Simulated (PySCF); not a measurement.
# SiH2S (SMILES [SiH]S): CCSDT(Q)/STO-6G

Aim: the energy change on altering one bond length of SiH2S at CCSDT(Q)/STO-6G, from 2 runs. 

The results are computed with PySCF 2.14.0.

10 further runs of the same task are left out: 1 that didn't finish, 9 set aside as unsound or not needed.

**1. Starting point**

SiH2S: 4 atoms, total charge 0, spin state singlet. As SMILES, `[SiH]S`. The coordinates come from a PBE0-D4/def2-TZVP relaxation.

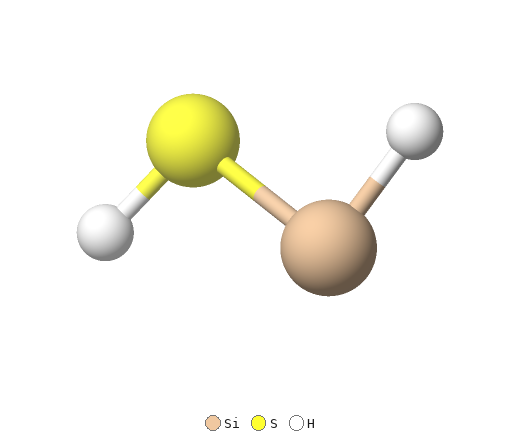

The structure, seen from a chosen angle (silicon light orange, sulfur yellow, hydrogen white).

**2. The energy at CCSDT(Q)/STO-6G**

Input file job.py:

```python
from pyscf import gto, scf, cc

system = gto.Mole()
system.atom = '''
Si    -0.262800    -1.074400     0.161100
S      0.190500     0.958800    -0.206600
H      1.017500    -1.190800     0.981400
H     -0.889700     1.246000    -0.956200
'''
system.basis = 'sto-6g'
system.max_memory = 1860
system.verbose = 3
system.build()

hf = scf.RHF(system)
hf.conv_tol = 1e-10
hf.kernel()
if not hf.converged:
    hf = hf.newton().run(hf.mo_coeff, hf.mo_occ)

mycc = cc.CCSDT(hf, frozen=10)
mycc.kernel()
e_bracket, e_q = mycc.ccsdt_q()
e_tot = mycc.e_tot + e_q
print('Final energy', e_tot)
```

Started as:

```console
$ OMP_NUM_THREADS=1 python job.py
```

Output:

```text
converged SCF energy = -685.172536574736
_make_eris_incore_RCCSDT

WARN: A large `blksize` is being used, which may cause large memory consumption
      for storing contraction intermediates. If memory is sufficient, consider using
      `pyscf.cc.rccsdt_highm.RCCSDT` instead.

WARN: A large `blksize_oovv` is being used, which may cause large memory consumption
      for storing contraction intermediates. If memory is sufficient, consider using
      `pyscf.cc.rccsdt_highm.RCCSDT` instead.

WARN: A large `blksize_oooo` is being used, which may cause large memory consumption
      for storing contraction intermediates. If memory is sufficient, consider using
      `pyscf.cc.rccsdt_highm.RCCSDT` instead.

RCCSDT converged
E(RCCSDT) = -685.2580484063594   E_corr = -0.08551183162305508
E_corr(same-spin) = -0.00684263064186138
E_corr(oppo-spin) = -0.0786692009811937
_make_eris_incore_RCCSDT
Final energy -685.258113669959
```

Run time: 2.2 s. Hardware: 1 thread of Intel Xeon Platinum 8259CL at 2.50GHz (Skylake/Cascade Lake), shared host; peak memory 0.1 GiB.

**3. The distorted shape**

Input file job.py:

```python
from pyscf import gto, scf, cc

mol = gto.M(
    atom='Si -1.799170 -0.934719 -0.823266; S -1.345870 1.098481 -1.190966; H 1.017500 -1.190800 0.981400; H -2.426070 1.385681 -1.940566',
    max_memory=1860,
    verbose=3,
    basis='sto-6g',
)

mf = scf.RHF(mol)
mf.conv_tol = 1e-10
mf.kernel()
if not mf.converged:
    mf = mf.newton().run(mf.mo_coeff, mf.mo_occ)

mycc = cc.CCSDT(mf, frozen=10)
mycc.kernel()
e_bracket, e_q = mycc.ccsdt_q()
e_tot = mycc.e_tot + e_q
print('Final energy', e_tot)
```

Started as:

```console
$ OMP_NUM_THREADS=1 python job.py
```

Output:

```text
converged SCF energy = -684.870154208387
_make_eris_incore_RCCSDT

WARN: A large `blksize` is being used, which may cause large memory consumption
      for storing contraction intermediates. If memory is sufficient, consider using
      `pyscf.cc.rccsdt_highm.RCCSDT` instead.

WARN: A large `blksize_oovv` is being used, which may cause large memory consumption
      for storing contraction intermediates. If memory is sufficient, consider using
      `pyscf.cc.rccsdt_highm.RCCSDT` instead.

WARN: A large `blksize_oooo` is being used, which may cause large memory consumption
      for storing contraction intermediates. If memory is sufficient, consider using
      `pyscf.cc.rccsdt_highm.RCCSDT` instead.

RCCSDT converged
E(RCCSDT) = -685.1037604283426   E_corr = -0.233606219955394
E_corr(same-spin) = -0.00642926568605057
E_corr(oppo-spin) = -0.227176954269343
_make_eris_incore_RCCSDT
Final energy -685.1018448472256
```

Run time: 2.3 s. Hardware: 1 thread of Intel Xeon Platinum 8259CL at 2.50GHz (Skylake/Cascade Lake), shared host; peak memory 0.1 GiB.

**4. What came out**

Level: CCSDT(Q)/STO-6G, 10 core orbitals frozen.

| quantity | value |
| --- | --- |
| first shape: total energy | -685.25811 Eh |
| first shape: dipole moment (Hartree–Fock density) | 1.25 D |
| first shape: HOMO energy (Hartree–Fock orbitals) | -6.14 eV |
| first shape: LUMO energy (Hartree–Fock orbitals) | 5.96 eV |
| first shape: HOMO–LUMO gap (Hartree–Fock orbitals) | 12.10 eV |
| first shape: correlation energy (10 core orbitals frozen) | -85.6 mEh |
| first shape: T1 diagnostic | 0.023 |
| distorted shape: total energy | -685.10184 Eh |
| distorted shape: dipole moment (Hartree–Fock density) | 5.64 D |
| distorted shape: HOMO energy (Hartree–Fock orbitals) | -2.24 eV |
| distorted shape: LUMO energy (Hartree–Fock orbitals) | 3.38 eV |
| distorted shape: HOMO–LUMO gap (Hartree–Fock orbitals) | 5.62 eV |
| distorted shape: correlation energy (10 core orbitals frozen) | -231.7 mEh |
| distorted shape: T1 diagnostic | 0.081 |
| energy change with the Si1–H3 bond stretched from 1.525 to 3.355 Å | 4.252 eV |

With the Si1–H3 bond stretched from 1.525 to 3.355 Å the energy rises by 4.25 eV (410 kJ/mol). The first shape isn't relaxed at this level, so the change isn't measured from a minimum. The minimal basis adds a large error of its own. The T1 diagnostic (first shape) of 0.023 is above the customary mark for such species, so a single reference may not serve. Mulliken charges (first shape) of the mean-field density run from -0.23 on H3 to +0.40 on Si1. The T1 diagnostic (distorted shape) of 0.081 is above the customary mark for such species, so a single reference may not serve. Mulliken charges (distorted shape) of the mean-field density run from -0.33 on H3 to +0.46 on Si1; they depend strongly on the basis.
